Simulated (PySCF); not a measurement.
# C4H9F3OZr (Zr(OtBu)F3): what the fields show

```xyz
18

Zr    1.0360    0.0048   -2.5489
O     0.3435    0.0104   -0.7891
C    -0.2039    0.0028    0.5160
C    -1.4010   -0.9412    0.5116
C     0.8774   -0.4865    1.4726
C    -0.6298    1.4284    0.8495
H    -1.8893   -0.9622    1.4971
H    -2.1409   -0.6170   -0.2356
H    -1.0819   -1.9641    0.2612
H     1.2096   -1.4964    1.1888
H     0.4999   -0.5239    2.5052
H     1.7477    0.1860    1.4448
H    -1.3837    1.7812    0.1300
H     0.2358    2.1063    0.8053
H    -1.0610    1.4831    1.8600
F     2.8229    0.6797   -2.5278
F    -0.0652    1.1109   -3.6490
F     1.0273   -1.7854   -3.2141
```

Geometry: PBE0-D3(BJ)/def2-SVP; core potentials replace the inner electrons of Zr.

Computed with PySCF, wB97X-D/def2-SVPD, SCF density, gas phase, scalar-relativistic core potentials on the heavy atoms.

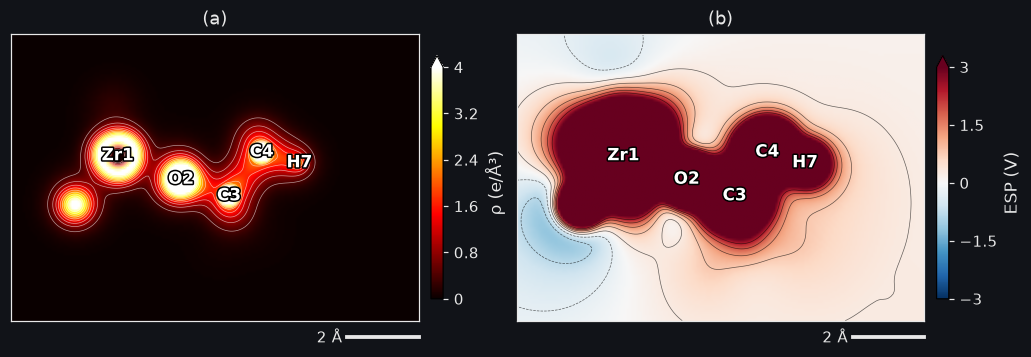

Figure 1. (a) electron density; (b) electrostatic potential on the plane of atoms C3, C4 and H7.

### Interpret the plot.

- Atoms in the plane: Zr, O, C and H.
- C–O (1.42 Å): the density is about 2 e/Å³ at the midpoint, with its minimum of 1.6 e/Å³ about 0.5 Å from C.
- C–C (1.52 Å): ρ is about 1.7 e/Å³ halfway.
- Zr–O (1.89 Å): the density is about 0.95 e/Å³ at the midpoint.
- C–H (1.10 Å): ρ is about 1.9 e/Å³ halfway.
- Outside the dense part of the molecule the potential is most negative (−1.2 V) near F16, which lies off the plane.

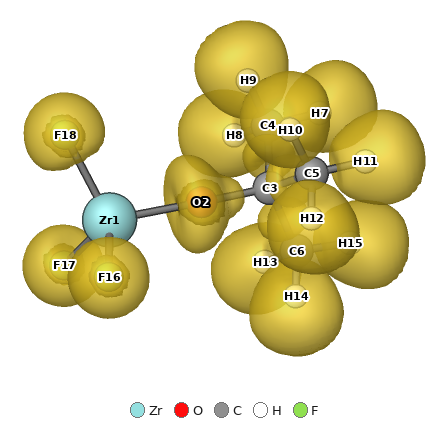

Figure 2. Isosurface of the electron localisation function at 0.75 (yellow), seen at a tilt. Core shells and regions of very low density are left out.

### Where are the electrons localised?

The surface consists of three regions between bonded C–C atoms (shared pairs), nine regions around hydrogen nuclei, one region on O in which the atom's valence shell and bonds are merged and three regions wrapped around F (the valence shell of each). Along the contacts the grid gives the following. C–O (1.42 Å): the ELF peaks at about 0.90 between the atoms; a shared but strongly polarised pair. C–C (1.52 Å): the ELF peaks at about 0.95 between the atoms; a shared electron pair.

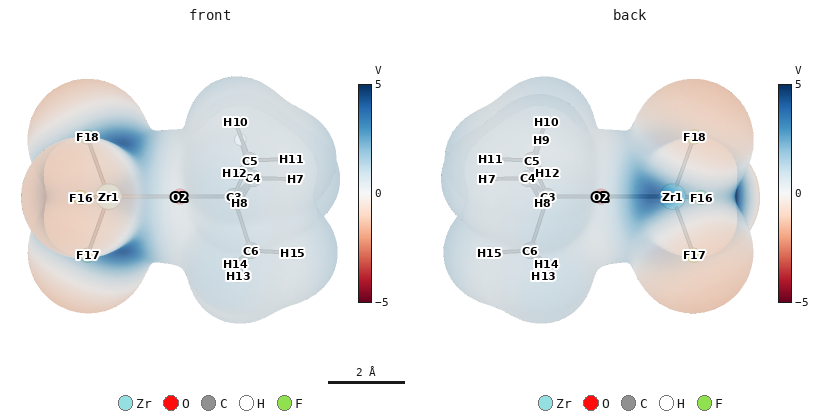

Figure 3. The molecular electrostatic potential painted on the density surface at 0.002 e/bohr³, seen from the front and from behind; the colour scale runs from red (negative) to blue (positive).

### Describe the electrostatic potential map.

The most negative region (about −1.1 V) lies over F16, F17 and F18, the most positive (about +4.2 V) over Zr1.

### What dipole moment does the calculation give?

Its dipole moment is 3.41 D.
